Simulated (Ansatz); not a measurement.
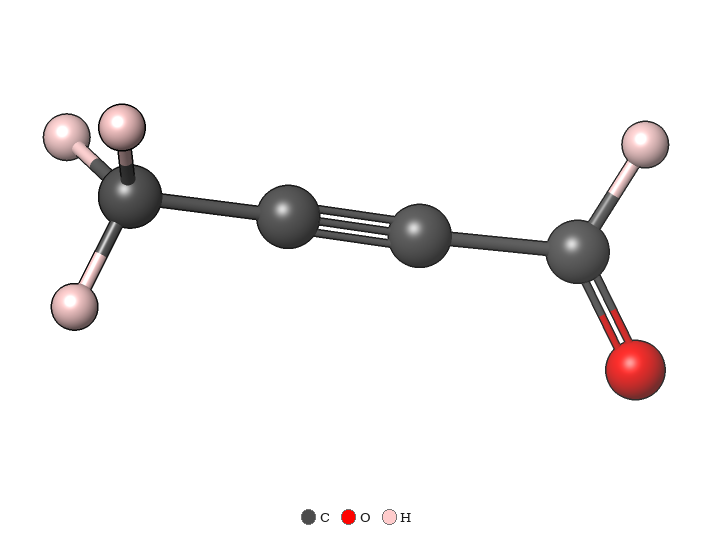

The picture shows a molecular structure as a ball-and-stick model.

The computed structure is the end point of a PBE0-D4/def2-TZVP optimisation.

Identify the structure.

The molecule is C₄H₄O. Its SMILES string is `CC#CC=O`. It has no ring. Among its groups: aldehyde, alkyne. Coordination: 1 C tetrahedral; 2 C linear; 1 C trigonal planar.

More results for the same structure follow; atom numbers are the same in all pictures, views and colours differ.

## Dipole moment

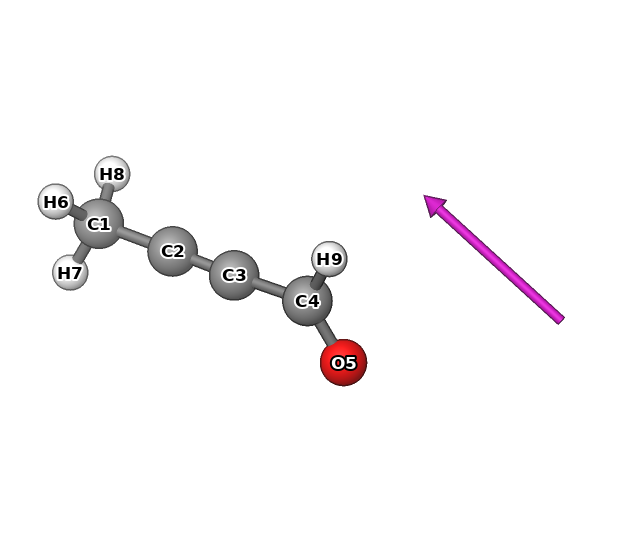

The arrow beside the molecule shows the direction of the dipole moment, from the negative to the positive end (its length means nothing). Properties computed with RKS PBE0-D4/def2-TZVP (Ansatz 0.2.0).

How large is the dipole moment?

4.02 D; it points from the side of O5 to the side of H6 (the outermost atoms at the two ends).

## Charges

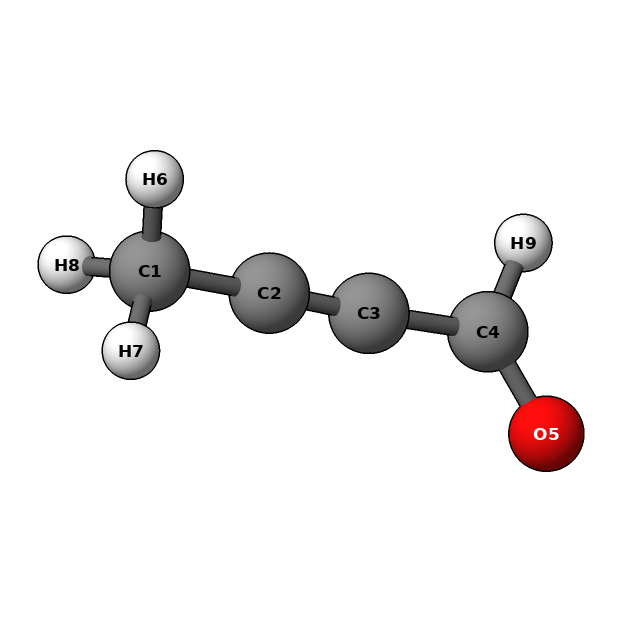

The questions are on Mulliken charges. Properties computed with RKS r2SCAN-D4/def2-TZVPP (Ansatz 0.2.0).

Which atom carries the highest charge (most positive or least negative)?

C3 (0.15 e).

And the lowest?

O5 (−0.29 e).

Give the Mulliken charges atom by atom.

```csv
atom,value (e)
C1,−0.19
C2,−0.04
C3,0.15
C4,0.06
O5,−0.29
H6,0.08
H7,0.09
H8,0.09
H9,0.05
```

## Electronic properties

Level of theory: RKS ωB97M-V/def2-QZVPP (Ansatz 0.2.0).

What does the calculation give?

- HOMO energy (Kohn–Sham orbital): −10.36 eV
- LUMO energy (Kohn–Sham orbital): 0.39 eV
- HOMO–LUMO gap: 10.75 eV

Mulliken values depend strongly on the basis set and can even reverse the polarity of a bond.
